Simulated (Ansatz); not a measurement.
# NiPtF6: one geometry, two states

Aim: solve NiPtF6 (a database entry, slightly rescaled) from each of its saved states, at one geometry and mesh, and see which is lowest and how they differ.

Program: Ansatz 0.2.0. Level of theory: DFT, r2SCAN, plane waves, PAW. These are calculated values, not measurements.

**1. The cell**

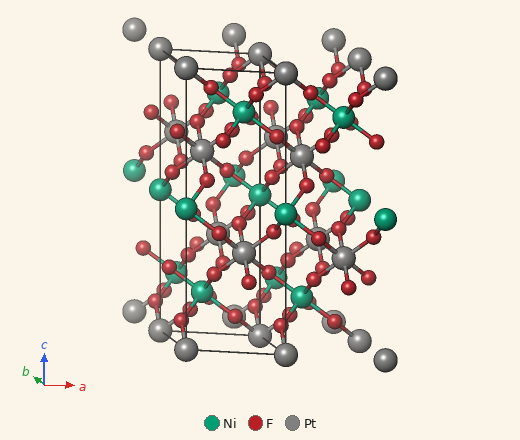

The structure slightly off an axis: nickel teal, fluorine red, platinum grey. 2×2×1 cells are drawn. The cell drawn here is the conventional one, which holds 3 of the cells typed in the input.

Symmetry: R-3, No. 148, trigonal system. Conventional cell: a = 4.904 Å, b = 4.904 Å, c = 13.608 Å, α = 90.00°, β = 90.00°, γ = 120.00°. Around Ni (site symmetry -3) lie 6 F at 1.95 Å. F (site symmetry 1) is surrounded by 1 Pt at 1.89 Å and 1 Ni at 1.95 Å. Around Pt (site symmetry -3) lie 6 F at 1.89 Å.

Its coordinates follow in the input file.

The states: A, no atom with a moment over 0.3 μB (no spin polarisation); B, Ni1 up (collinear spin). Each run reads its own saved solution as saved_state.

**2. Run from state A**

Input file input.yaml:

```yaml
crystal:
  lattice:
    - [2.45204073, 1.41568795, 4.53602666]
    - [-2.45204073, 1.41568795, 4.53602666]
    - [0.0, -2.83137591, 4.53602666]
  atoms:
    - { symbol: Ni, position: [0.5, 0.5, 0.5] }
    - { symbol: F, position: [0.242, 0.627, 0.882] }
    - { symbol: F, position: [0.882, 0.242, 0.627] }
    - { symbol: F, position: [0.627, 0.882, 0.242] }
    - { symbol: F, position: [0.758, 0.373, 0.118] }
    - { symbol: F, position: [0.118, 0.758, 0.373] }
    - { symbol: F, position: [0.373, 0.118, 0.758] }
    - { symbol: Pt, position: [0.0, 0.0, 0.0] }
kpoints:
  mp_grid: { grid: [5, 5, 5], shift: [0, 0, 0] }
magnetization:
  spin_polarized: false
scf:
  occupations: { method: fermi_dirac }
  lower_state_search: "off"
  max_iter: 200
hamiltonian:
  pseudopotentials: { kind: paw }
  xc: r2scan
basis:
  ecutwfc: 500
  fft_grid_basis: typed
output:
  forces: true
  stress: true
  eigenvalues: true
  bader: true
  populations: true
  elf: true
  write_potential: true
  volumetric_format: npy
  dos:
    e_range: [-12, 8]
    de: 0.05
    projected: { site_lists: { F: [F], Ni: [Ni], Pt: [Pt] } }
checkpoint:
  read: saved_state
```

The program printed (excerpt; [...] marks lines left out):

```text
Warning: crystal.lattice misses the space group found at crystal.symmetry.tolerance 1.0e-5 in a digit that the deck types, which is why this is a warning: making the lattice exact moves one of its numbers by a whole unit of that number's last typed decimal, or more. The operation that it [...]
Warning: RAYON_NUM_THREADS=1 ignored (pool sized by the plan → 1); use --threads N
[...]
Pseudopotentials: kind: paw
Pseudopotential: Ni, paw, valence charge 18, recommended cutoff 500 eV (meta_gga), Ni.paw.azcp
Pseudopotential: F, paw, valence charge 7, recommended cutoff 500 eV (meta_gga), F.paw.azcp
Pseudopotential: Pt, paw, valence charge 18, recommended cutoff 500 eV (meta_gga), Pt.paw.azcp
Functional definition: r2SCAN
[...]
Crystal: 8 atoms, lattice volume = 94.476 Å³
Basis set: ecut = 500 eV, 2375 PW (Γ), exchange–correlation on 160×160×160 points (64 copies of the dense FFT grid, shifted against one another)
Bands: 47, of which v1, the nominal top of the filled ones, is band 39 counted from 1 (38 counted from 0)
Symmetry: 6 space group operations
Space group: R-3 (ITA 148), of the structure as read, at distance tolerance 4.6e-5 Å
k-points: 23 of 125
[...]
SCF iter   1: F=-23235.762908 eV  HF=-23235.741841 eV  |F-HF|=2.11e-2  |Δ(HF+E_count)|=         —  Δρ=3.35e-3  dr2=9.70e-4  dr2_τ=1.34e-3  ethr=1.28e-6  ⟨swp⟩=3.1  Hψ=6713  notcnv=0
[...]
SCF iter   8: F=-23235.763764 eV  HF=-23235.763764 eV  |F-HF|=3.24e-9  |Δ(HF+E_count)|=   4.03e-8  Δρ=3.00e-6  dr2=4.93e-9  dr2_τ=4.40e-10  ethr=1.28e-10  ⟨swp⟩=9.2  Hψ=7012  notcnv=0
[...]
SCF converged after 8 iterations
Free energy (F): -23235.763764 eV
[...]
E sigma→0 (E₀):  -23235.645217 eV
Entropy (-TS):   -0.237093 eV (-29.637 meV/atom)
Fermi energy:    6.785113 eV
[...]
--- Forces (eV/Å), atoms counted from 1 ---
  atom   1  Ni     0.00000000     0.00000000     0.00000000
  atom   2  F      1.47159093     0.01495376    -0.95703639
  atom   3  F     -0.74874580     1.26695825    -0.95703639
  atom   4  F     -0.72284513    -1.28191201    -0.95703639
  atom   5  F     -1.47159093    -0.01495376     0.95703639
  atom   6  F      0.74874580    -1.26695825     0.95703639
  atom   7  F      0.72284513     1.28191201     0.95703639
  atom   8  Pt     0.00000000     0.00000000    -0.00000000
[...]
--- Stress (GPa, compression-positive) ---
       12.108217       0.000032       0.000000
       -0.000032      12.108217       0.000000
       -0.000000       0.000000      11.929417
  P = ⅓ Tr σ = 12.0486 GPa (120.486 kbar)
--- Band table (eV; the first three rows and the last of 23) ---
[...]
--- Löwdin populations: 8 sites ---
  site symbol       q [e]
     0     Ni     16.6749
     1      F      7.4948
     2      F      7.4948
     3      F      7.4948
     4      F      7.4948
     5      F      7.4948
     6      F      7.4948
     7     Pt     16.0647
  spilling = 0.003741 (of n_electrons = 78.000000)
--- Bader charges: 8 sites ---
  site symbol  charge [e]  shift [e]
     0     Ni      1.4853     0.0085
     1      F     -0.5973     0.0040
     2      F     -0.5973     0.0040
     3      F     -0.5973     0.0040
     4      F     -0.5972     0.0040
     5      F     -0.5972     0.0040
     6      F     -0.5972     0.0040
     7     Pt      2.0982     0.0158
  estimated error of the sums over rays = 1.8e-4 e
```

Wall time 85 s (1 thread of an Arm CPU, shared host); peak memory 0.71 GiB.

**3. What state A looks like**

Counts of states in windows (eV from the Fermi level; tetrahedra), total and projected:

```
from    to  total    F p  Ni d  Pt d
-8.0  -7.0   7.12   4.79  0.17  2.04
-7.0  -6.0   4.86   4.29  0.27  0.22
-6.0  -5.0   6.65   6.04  0.41  0.12
-5.0  -4.0  11.35  10.90  0.24  0.12
-4.0  -3.0   0.00   0.00  0.00  0.00
-3.0  -2.0   2.42   0.59  0.71  1.10
-2.0  -1.0   9.58   2.21  4.95  2.32
-1.0   0.0   1.68   0.32  1.09  0.21
 0.0   1.0   2.32   0.43  1.73  0.10
 1.0   2.0   0.05   0.02  0.00  0.03
 2.0   3.0   3.95   1.44  0.20  2.06
 3.0   4.0   0.00   0.00  0.00  0.00
 4.0   5.0   0.00   0.00  0.00  0.00
```

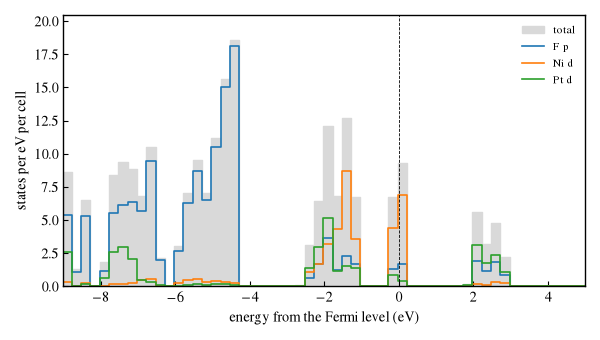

Total and projected density of states, in bins of 0.25 eV.

By element, from the tables in the log (a charge is positive for electrons lost):

```
element  atoms  Bader charge (e)  Bader volume (Å³)  Löwdin charge (e)
     Ni      1             +1.49                8.2              +1.33
      F      6             -0.60               12.5              -0.50
     Pt      1             +2.10               11.4              +1.93
```

The Löwdin projection spills 0.4 % of the electrons and depends on the orbitals chosen; where it disagrees with Bader's partition, neither is an observable.

**4. State B: the run**

input.yaml, as its differences from that of step 2:

```diff
@@ -16,4 +16,17 @@
   mp_grid: { grid: [5, 5, 5], shift: [0, 0, 0] }
+  band_path:
+    path:
+      - [0.0, 0.0, 0.0]
+      - [-0.5, -0.5, -0.5]
+      - [-0.5, -0.23160365, -0.76839635]
+      - [-0.23160365, 0.23160365, -0.5]
+      - [0.0, 0.0, -0.5]
+      - [0.0, 0.0, 0.0]
+      - [0.0, 0.36580183, -0.36580183]
+      - [-0.36580183, 0.0, -0.63419817]
+      - [-0.5, 0.0, -0.5]
+      - [0.0, 0.0, 0.0]
+    npoints: 6
 magnetization:
-  spin_polarized: false
+  spin_polarized: true
 scf:
```

The program printed (excerpt; [...] marks lines left out):

```text
Warning: crystal.lattice misses the space group found at crystal.symmetry.tolerance 1.0e-5 in a digit that the deck types, which is why this is a warning: making the lattice exact moves one of its numbers by a whole unit of that number's last typed decimal, or more. The operation that it [...]
Warning: RAYON_NUM_THREADS=1 ignored (pool sized by the plan → 1); use --threads N
band count auto-derived: 49 (N_el = 78.0; filled up to band 39; 47 by the electrons, moments and atoms)
[...]
[... 5 set-up lines as earlier in the session ...]
[...]
Crystal: 8 atoms, lattice volume = 94.476 Å³
Basis set: ecut = 500 eV, 2375 PW (Γ), exchange–correlation on 160×160×160 points (64 copies of the dense FFT grid, shifted against one another)
[...]
  atom   8  Pt     0.00000000     0.00000000     0.00000000
[...]
--- Stress (GPa, compression-positive) ---
       12.513389      -0.001173      -0.000000
        0.001173      12.513389       0.000000
        0.000000       0.000000      11.789401
  P = ⅓ Tr σ = 12.2721 GPa (122.721 kbar)
--- Band table (eV; the first three rows and the last of 46) ---
[...]
--- Löwdin populations: 8 sites ---
  site symbol       q [e]    m [muB]
     0     Ni     16.5793     1.6995
     1      F      7.5142     0.0409
     2      F      7.5142     0.0409
     3      F      7.5142     0.0409
     4      F      7.5142     0.0409
     5      F      7.5142     0.0409
     6      F      7.5142     0.0409
     7     Pt     16.0317     0.0481
  spilling = 0.003894 (of n_electrons = 78.000000)
--- Bader charges: 8 sites ---
  site symbol  charge [e]  shift [e]    m [muB]
     0     Ni      1.5479     0.0086     1.7378
     1      F     -0.6137     0.0041     0.0341
     2      F     -0.6136     0.0041     0.0341
     3      F     -0.6136     0.0041     0.0341
     4      F     -0.6137     0.0041     0.0341
     5      F     -0.6137     0.0041     0.0341
     6      F     -0.6137     0.0041     0.0341
     7     Pt      2.1341     0.0162     0.0573
  estimated error of the sums over rays = 1.7e-4 e
```

Wall time 2.4 min (1 thread of an Arm CPU, shared host); peak memory 0.82 GiB.

**5. State B: levels and charges**

Counts of states in windows (eV from the Fermi level; tetrahedra), total and projected:

```
 from    to  total    up  down   F p  Ni d  Pt d
-10.0  -9.0   4.03  2.02  2.00  2.52  0.13  1.16
 -9.0  -8.0   2.27  1.27  1.00  1.77  0.09  0.16
 -8.0  -7.0   8.39  4.61  3.79  5.73  0.39  2.12
 -7.0  -6.0   3.90  1.68  2.22  3.46  0.22  0.14
 -6.0  -5.0   7.95  4.05  3.90  7.15  0.54  0.16
 -5.0  -4.0   9.45  4.37  5.09  9.09  0.21  0.10
 -4.0  -3.0   0.63  0.63  0.00  0.14  0.32  0.16
 -3.0  -2.0   6.52  4.37  2.15  1.58  3.42  1.43
 -2.0  -1.0   6.86  3.00  3.85  2.05  2.84  1.88
 -1.0   0.0   0.00  0.00  0.00  0.00  0.00  0.00
  0.0   1.0   0.00  0.00  0.00  0.00  0.00  0.00
  1.0   2.0   2.89  0.89  2.00  0.75  0.66  1.26
  2.0   3.0   2.55  1.11  1.43  0.75  0.85  0.83
  3.0   4.0   0.57  0.00  0.57  0.18  0.24  0.14
  4.0   5.0   0.02  0.02  0.01  0.00  0.00  0.00
```

On the mesh the valence top lies at -1.15 eV and the conduction bottom at 1.14 eV on this scale.

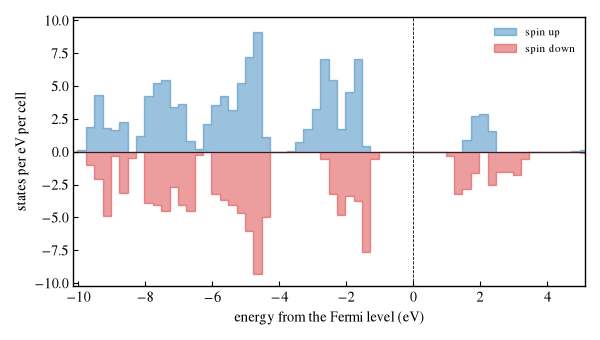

Density of states by spin, in bins of 0.25 eV.

Gathered by element (positive charge: electrons given up):

```
element  atoms  Bader charge (e)  Bader volume (Å³)  Löwdin charge (e)  Bader moment, size (μB)
     Ni      1             +1.55                8.1              +1.42                     1.74
      F      6             -0.61               12.5              -0.52                     0.03
     Pt      1             +2.13               11.3              +1.97                     0.06
```

Löwdin charges rest on a small set of atomic orbitals that misses 0.4 % of the electrons, so they need not add up to the cell's charge and can differ from Bader's even in sign.

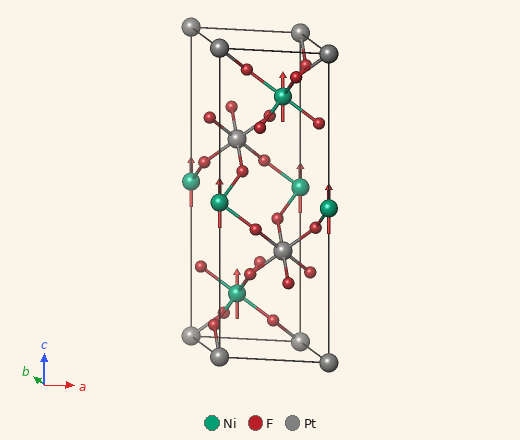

Site moments over 0.3 μB, as arrows (values hang on how the density is shared out, so they can differ from the log's spheres): up red, down blue; without spin-orbit coupling their axis is free, so they are drawn up the page.

**6. The states side by side**

```
state  free energy (meV/atom)  largest site moment (μB)  size of the net moment (μB/cell)  gap (eV)  pressure (GPa)  largest force (eV/Å)  SCF cycles
    A                   218.5                         –                                 –     metal            12.0                  1.76           8
    B                     0.0                      1.74                              2.00      2.28            12.3                  1.33           9
```

**Reading.** State B wins by 218.5 meV per atom over A. They differ in kind: A is a metal, B is gapped. Spin-orbit coupling, left out here, can change that for 5d elements. Not all runs allow spin: where it is off, the gap in energy is mostly the cost of forbidding moments, not two ends of one search.

Limits of this run: the k mesh is coarse if the cell is a metal; gaps of Fe, Co and Ni magnets come out low on these datasets.
